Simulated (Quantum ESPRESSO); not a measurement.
# 1T-PtTe2, 2 layers, AA stacking: a series in the field along the normal, part 2 of 4

Wanted: a table for 1T-PtTe2, 2 layers, AA stacking against the field along the normal, and what can be fitted to it.

Quantum ESPRESSO 7.5; plane-wave DFT, PBE, GBRV ultrasoft pseudopotentials.

So far. Step 2 (Variable-cell relaxation of the reference):  The last row is no step: it is a fresh SCF in the final cell with a new plane-wave basis, -0 meV from the row before.

### 3. Self-consistent run, 0 V/Å

The self-consistent run of this member.

Level of this step: plane-wave DFT, PBE, GBRV ultrasoft pseudopotentials (Quantum ESPRESSO 7.5).

Input file m0.scf.in:

```
&control
  prefix = 'm0.scf'
  outdir = './out'
  pseudo_dir = './pseudo'
  calculation = 'scf'
  tprnfor = .true.
  tefield = .true.
  dipfield = .true.
/
&system
  ibrav = 0
  nat = 6
  ntyp = 2
  ecutwfc = 40
  ecutrho = 200
  occupations = 'smearing'
  smearing = 'fd'
  degauss = 0.002
  edir = 3
  emaxpos = 0.97
  eopreg = 0.04
  eamp = 0.0
  nbnd = 34
/
&electrons
  conv_thr = 1e-09
  mixing_beta = 0.4
  electron_maxstep = 120
  mixing_mode = 'plain'
/
ATOMIC_SPECIES
  Te  127.6000  te_pbe_v1.uspp.F.UPF
  Pt  195.0840  pt_pbe_v1.4.uspp.F.UPF
CELL_PARAMETERS angstrom
  4.02485316100000 0.00000000000000 0.00000000000000
  -2.01242658100000 3.48562508400000 0.00000000000000
  0.00000000000000 0.00000000000000 25.09665355100000
ATOMIC_POSITIONS crystal
  Te  0.666666666700 0.333333333300 0.341041428700
  Pt  0.000000000000 0.000000000000 0.397488447000
  Te  0.333333333300 0.666666666700 0.451931392900
  Te  0.666666666700 0.333333333300 0.548068607100
  Pt  0.000000000000 0.000000000000 0.602511553000
  Te  0.333333333300 0.666666666700 0.658958571300
K_POINTS automatic
  6 6 1 0 0 0
```

Started as:

```bash
$ OMP_NUM_THREADS=1 mpirun -n 4 pw.x -nk 2 -in m0.scf.in > m0.scf.out
```

What it wrote:

```text
[banner, memory and clock lines left out]
Program PWSCF v.7.5 starts
[citation notice left out]

[...]
bravais-lattice index     =            0
     lattice parameter (alat)  =       7.6059  a.u.
     unit-cell volume          =    2375.9819 (a.u.)^3
     number of atoms/cell      =            6
     number of atomic types    =            2
     number of electrons       =        56.00
     number of Kohn-Sham states=           34
     kinetic-energy cutoff     =      40.0000  Ry
     charge density cutoff     =     200.0000  Ry
     scf convergence threshold =      1.0E-09
     mixing beta               =       0.4000
     number of iterations used =            8  plain     mixing
     Exchange-correlation=  SLA  PW   PBX  PBC
                           (   1   4   3   4   0   0   0)

[...]
PseudoPot. # 1 for Te read from file:
     ./pseudo/te_pbe_v1.uspp.F.UPF
     Pseudo is Ultrasoft + core correction, Zval =  6.0
     Generated by new atomic code, or converted to UPF format
     Using radial grid of  891 points,  5 beta functions with:
                l(1) =   0
                l(2) =   0
                l(3) =   1
                l(4) =   1
                l(5) =   2
     Q(r) pseudized with  6 coefficients,  rinner =    1.800   1.800   1.800
                                                       1.800   1.800

     PseudoPot. # 2 for Pt read from file:
     ./pseudo/pt_pbe_v1.4.uspp.F.UPF
     Pseudo is Ultrasoft + core correction, Zval = 16.0
     Generated by new atomic code, or converted to UPF format
     Using radial grid of  985 points,  6 beta functions with:
                l(1) =   0
                l(2) =   0
                l(3) =   1
                l(4) =   1
                l(5) =   2
                l(6) =   2
     Q(r) pseudized with  8 coefficients,  rinner =    1.300   1.300   1.300
                                                       1.300   1.300

     atomic species   valence    mass     pseudopotential
     Te                6.00   127.60000     Te( 1.00)
     Pt               16.00   195.08400     Pt( 1.00)

     No symmetry found

[...]
number of k points=    20  Fermi-Dirac smearing, width (Ry)=  0.0020
[...]
Dense  grid:   113529 G-vectors     FFT dimensions: (  36,  36, 216)

     Smooth grid:    81395 G-vectors     FFT dimensions: (  32,  32, 192)

     Initial potential from superposition of free atoms

     starting charge      54.9991, renormalised to      56.0000

     negative rho (up, down):  3.659E-01 0.000E+00

     Adding external electric field

     Computed dipole along edir(3) :
        Dipole                0.0000 Ry au,          0.0000 Debye
        Dipole field          0.0000 Ry au,

        Potential amp.       -0.0000 Ry
        Total length         45.5288 bohr

     Starting wfcs are   40 randomized atomic wfcs

     per-process dynamical memory:    72.1 Mb

     Self-consistent Calculation

     iteration #  1     ecut=    40.00 Ry     beta= 0.40
     Davidson diagonalization with overlap
     ethr =  1.00E-02,  avg # of iterations =  3.0

     negative rho (up, down):  3.445E-01 0.000E+00

     Adding external electric field

     Computed dipole along edir(3) :
        Dipole               -0.0001 Ry au,         -0.0001 Debye
        Dipole field         -0.0000 Ry au,

        Potential amp.        0.0000 Ry
        Total length         45.5288 bohr

     total energy              =    -526.19342157 Ry
     estimated scf accuracy    <       3.50957589 Ry

     iteration #  2     ecut=    40.00 Ry     beta= 0.40
[...]
negative rho (up, down):  3.485E-01 0.000E+00

[...]
Dipole                0.0003 Ry au,          0.0008 Debye
[...]
total energy              =    -527.16475117 Ry
     estimated scf accuracy    <       2.87899790 Ry

     iteration #  3     ecut=    40.00 Ry     beta= 0.40
[...]
negative rho (up, down):  3.482E-01 0.000E+00

[...]
Dipole               -0.0012 Ry au,         -0.0032 Debye
[...]
total energy              =    -527.45548256 Ry
     estimated scf accuracy    <       0.61825944 Ry

     iteration #  4     ecut=    40.00 Ry     beta= 0.40
[...]
negative rho (up, down):  3.454E-01 0.000E+00

[...]
Dipole                0.0157 Ry au,          0.0399 Debye
[...]
total energy              =    -527.52129109 Ry
     estimated scf accuracy    <       0.07744409 Ry

     iteration #  5     ecut=    40.00 Ry     beta= 0.40
[...]
negative rho (up, down):  3.439E-01 0.000E+00

[...]
Dipole               -0.1892 Ry au,         -0.4809 Debye
[...]
total energy              =    -527.52788606 Ry
     estimated scf accuracy    <       0.01622022 Ry

     iteration #  6     ecut=    40.00 Ry     beta= 0.40
[...]
negative rho (up, down):  3.431E-01 0.000E+00

[...]
Dipole                0.0003 Ry au,          0.0007 Debye
[...]
total energy              =    -527.51614260 Ry
     estimated scf accuracy    <       0.46538274 Ry

[...]
iteration # 12     ecut=    40.00 Ry     beta= 0.40
[...]
negative rho (up, down):  3.435E-01 0.000E+00

[...]
Dipole               -0.0001 Ry au,         -0.0001 Debye
[...]
total energy              =    -527.53114737 Ry
     estimated scf accuracy    <       0.00000014 Ry

     iteration # 13     ecut=    40.00 Ry     beta= 0.40
[...]
negative rho (up, down):  3.435E-01 0.000E+00

[...]
Dipole                0.0000 Ry au,          0.0000 Debye
[...]
total energy              =    -527.53114742 Ry
     estimated scf accuracy    <       0.00000004 Ry

     iteration # 14     ecut=    40.00 Ry     beta= 0.40
[...]
negative rho (up, down):  3.435E-01 0.000E+00

[...]
Dipole               -0.0000 Ry au,         -0.0000 Debye
[...]
total energy              =    -527.53114743 Ry
     estimated scf accuracy    <          2.6E-09 Ry

     iteration # 15     ecut=    40.00 Ry     beta= 0.40
[...]
negative rho (up, down):  3.435E-01 0.000E+00

[...]
Dipole                0.0001 Ry au,          0.0003 Debye
[...]
End of self-consistent calculation

          k = 0.0000 0.0000 0.0000 ( 10217 PWs)   bands (ev):

   -51.3586 -51.3586 -51.3586 -51.3586 -51.3103 -51.3102 -11.7241 -11.0530
    -9.7637  -8.8865  -4.0844  -3.4527  -3.4527  -3.3997  -3.3997  -2.8612
    -1.6429  -1.6429  -1.6200  -1.6200  -0.5311  -0.0864   0.4966   1.1629
     1.1629   1.6210   1.6210   2.4448   3.4406   3.4406   4.1222   4.1222
     5.1601   5.4808

          k = 0.0000 0.1925 0.0000 ( 10177 PWs)   bands (ev):

   -51.3596 -51.3596 -51.3589 -51.3588 -51.3101 -51.3101 -11.4403 -10.7718
    -9.6723  -8.9505  -4.0185  -3.5081  -3.3427  -3.3353  -3.2497  -2.6304
    -2.0528  -1.8913  -1.7841  -1.7138  -0.9234  -0.7516   0.4937   0.7451
     0.8554   1.1700   1.4058   1.7073   2.7549   3.1027   3.4711   3.9682
     5.7109   5.9919

[...]
the Fermi energy is     2.1582 ev

!    total energy              =    -527.53114743 Ry
     estimated scf accuracy    <          8.8E-10 Ry
     smearing contrib. (-TS)   =      -0.00025540 Ry
     internal energy E=F+TS    =    -527.53089202 Ry

     The total energy is F=E-TS. E is the sum of the following terms:
     one-electron contribution =   -2533.63571984 Ry
     hartree contribution      =    1278.42688967 Ry
     xc contribution           =    -171.63915873 Ry
     ewald contribution        =     899.31709688 Ry
     electric field correction =       0.00000000 Ry

     convergence has been achieved in  15 iterations

     negative rho (up, down):  3.435E-01 0.000E+00

     Forces acting on atoms (cartesian axes, Ry/au):

     atom    1 type  1   force =    -0.00000003   -0.00000002   -0.00344027
     atom    2 type  2   force =     0.00000005   -0.00000007   -0.00375443
     atom    3 type  1   force =    -0.00000002   -0.00000004   -0.00002572
     atom    4 type  1   force =    -0.00000002   -0.00000006    0.00002909
     atom    5 type  2   force =     0.00000002    0.00000024    0.00375000
     atom    6 type  1   force =    -0.00000001   -0.00000005    0.00344133

     Total force =     0.007200     Total SCF correction =     0.000064

[...]
```

It took 36 s on 4 MPI ranks of Arm Neoverse V2, shared host; peak memory 0.73 GiB; 2.4 min of CPU time.

This step gave:

```
free energy                          : -7177.4269 eV
energy at zero smearing              : -7177.4252 eV
Fermi energy                         : 2.158 eV
dipole along the normal              : 6.25e-5 e·Å
valence top, on the run's zero       : 2.445 eV
conduction bottom, on the run's zero : 2.188 eV
```

By band count these two levels touch or overlap: there is no gap, and they are no band edges.

### 4. Potential by pp.x, 0 V/Å

plot_num = 11 writes the bare and Hartree potential, from which vacuum levels or, in a crystal, the mean potential are read.

Input file m0.pot.in:

```
&inputpp
  prefix = 'm0.scf'
  outdir = './out'
  filplot = 'm0.pot.dat'
  plot_num = 11
/
```

Started as:

```bash
$ OMP_NUM_THREADS=1 mpirun -n 4 pp.x -in m0.pot.in > m0.pot.out
```

What it wrote:

```text
[banner, memory and clock lines left out]
Program POST-PROC v.7.5 starts

          URL

     ./out/m0.scf.save/

     IMPORTANT: XC functional enforced from input :
     Exchange-correlation= PBE
                           (   1   4   3   4   0   0   0)
     Any further DFT definition will be discarded
     Please, verify this is what you really want

     negative rho (up, down):  3.435E-01 0.000E+00

     Adding external electric field

     Computed dipole along edir(3) :
        Dipole                0.0001 Ry au,          0.0003 Debye
        Dipole field          0.0000 Ry au,

        Potential amp.       -0.0001 Ry
        Total length         45.5288 bohr

     Calling punch_plot, plot_num =  11

     Adding external electric field

     Computed dipole along edir(3) :
        Dipole                0.0001 Ry au,          0.0003 Debye
        Dipole field          0.0000 Ry au,

        Potential amp.       -0.0001 Ry
        Total length         45.5288 bohr

     Writing data to file  m0.pot.dat
     Message from routine chdens:
     namelist plot not found or invalid, exiting
```

It took 0.98 s on 4 MPI ranks; peak memory 0.12 GiB; 3.6 s of CPU time.

This step gave:

```
work function of the upper face                                       : 4.265 eV
slope of the potential above                                          : 1.27e-4 eV/Å
upper vacuum line continued to the top atoms, over the Fermi level    : 4.264 eV
work function of the lower face                                       : 4.265 eV
slope of the potential below                                          : -9.29e-5 eV/Å
lower vacuum line continued to the bottom atoms, over the Fermi level : 4.265 eV
```

The potential energy, planar mean oscillates, so the rows of the table below give means over windows of 2.79 Å about each position, cut where the curve ends. Its maxima inside the range that stand out by 2 % of the span (Å: eV): 8.6: 16.7, 11.4: 16.5, 13.7: 16.5, 16.5: 16.7. Its minima: 7.7: 1.08, 10.0: -12.0, 12.8: 0.104, 15.1: -12.0, 17.4: 1.08.

Electrostatic potential energy of an electron, with the sawtooth; zero at the Fermi level. Potential energy, planar mean against z; means over each step:

| z (Å) | potential energy, planar mean (eV) |
| --- | --- |
| 1.40 | 4.27 |
| 4.19 | 4.26 |
| 6.98 | 4.56 |
| 9.77 | 0.291 |
| 12.56 | 7.99 |
| 15.35 | 0.294 |
| 18.14 | 4.51 |
| 20.93 | 4.26 |
| 23.72 | 4.26 |

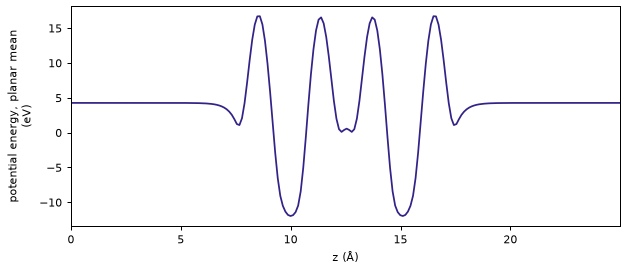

Potential energy, planar mean, plotted against z.

(Part 2 of 4 ends here.)

[Logs are printed without paths, hosts, clocks, repeated set-up lines and the standing remarks that a program may print on its own settings, such as how far it seeks lower states.]

[Hosts, paths, dates, database ids (printed as entryN), source tags and the programs' standing remarks are cut or masked in the printed files.]

[Maps of the electrostatic potential energy from Ansatz leave out the sawtooth potential of an applied field or a dipole correction, so their vacuum need not be flat; planar profiles and work functions include it.]
